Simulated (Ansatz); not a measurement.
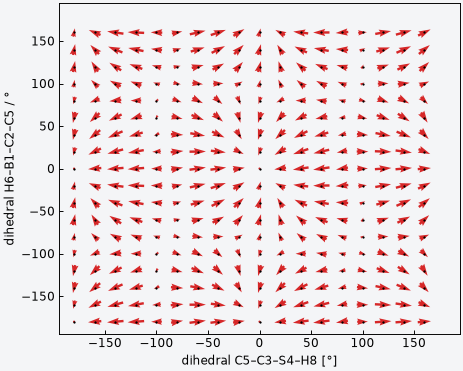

C3H5BS, SMILES BC1=C(S)C1. Coordinates scanned: (1) dihedral C5–C3–S4–H8; (2) dihedral H6–B1–C2–C5. Nothing is relaxed (all other coordinates rigid). The scan uses an 18 × 18 grid. Theory: RKS PBE0-D4/def2-SVP in Ansatz 0.2.0.

In the figure: dots at the grid points, arrows along the force (downhill), their lengths compressed.

### The arrows alone are given. Where are the wells?

The arrows converge at dihedral C5–C3–S4–H8 = −180°, dihedral H6–B1–C2–C5 = −180°; dihedral C5–C3–S4–H8 = −180°, dihedral H6–B1–C2–C5 = 0° (0.40 kJ/mol up); dihedral C5–C3–S4–H8 = 0°, dihedral H6–B1–C2–C5 = −180° (3.8 kJ/mol up); dihedral C5–C3–S4–H8 = 0°, dihedral H6–B1–C2–C5 = 0° (4.1 kJ/mol up) (read from the interpolated surface).

The energy map of the same scan:

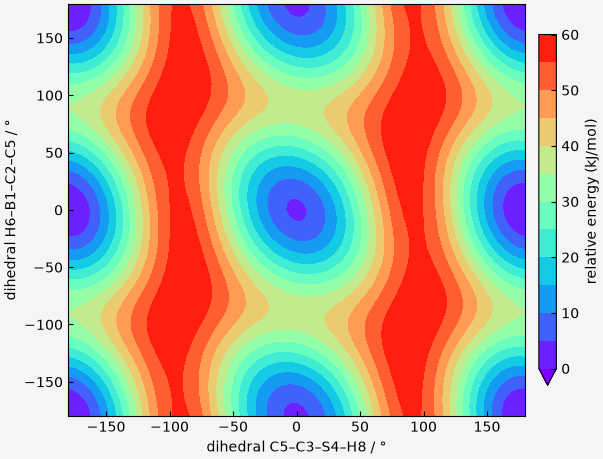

Energies are in kJ/mol, from the lowest grid point; between grid points the surface is interpolated.
